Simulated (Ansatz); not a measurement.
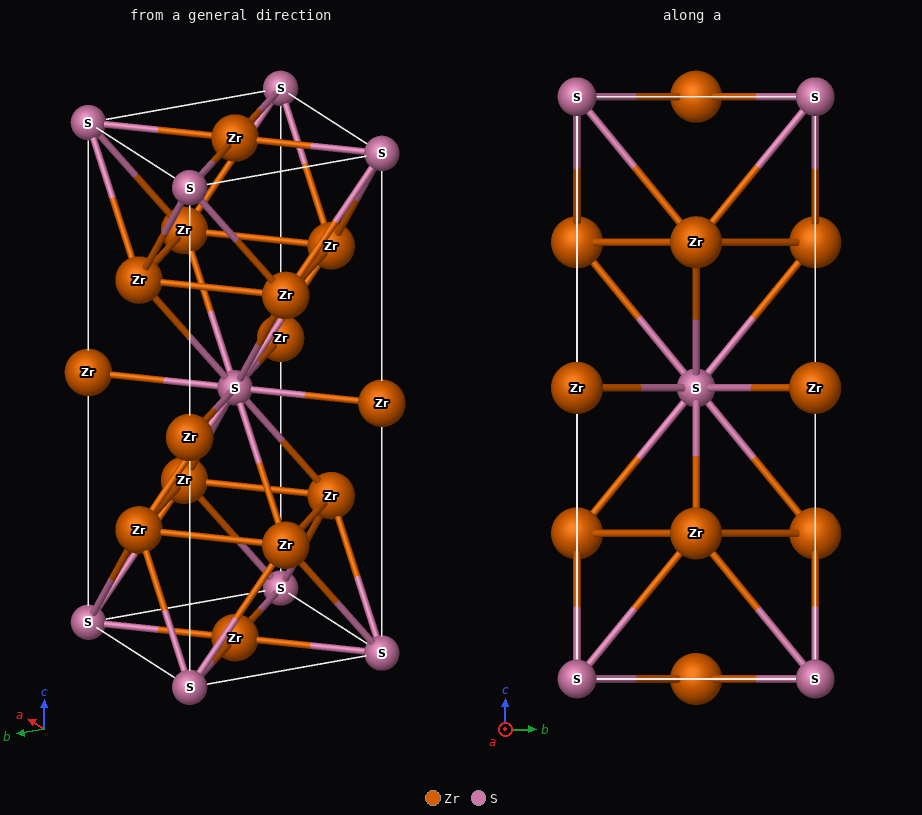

The figure gives a ball-and-stick picture of the atoms, viewed from a general direction and along the a axis. The conventional unit cell is drawn as a box.

The box has a = 4.027 Å, b = 4.027 Å, c = 9.842 Å, α = 90.00°, β = 90.00°, γ = 90.00°.

A stick is drawn for S–Zr up to 3.64 Å, Zr–Zr up to 3.13 Å (cut-off distances).

Question: What is the formula unit?

Answer: Zr3S. The cell holds 6 Zr, 2 S, counting shared atoms by their share.

Question: To which lattice type does it belong?

Answer: Body-centred tetragonal.

Question: State the space group and its number.

Answer: I4/mmm (No. 139), with Zr on 2b, Zr on 4d and S on 2a.

The structure was taken from a textbook structure type filled with these elements (whether it is the usual form wasn't checked). The structure drawn was relaxed with DFT PBE, scalar-relativistic, plane waves, PAW (Ansatz).
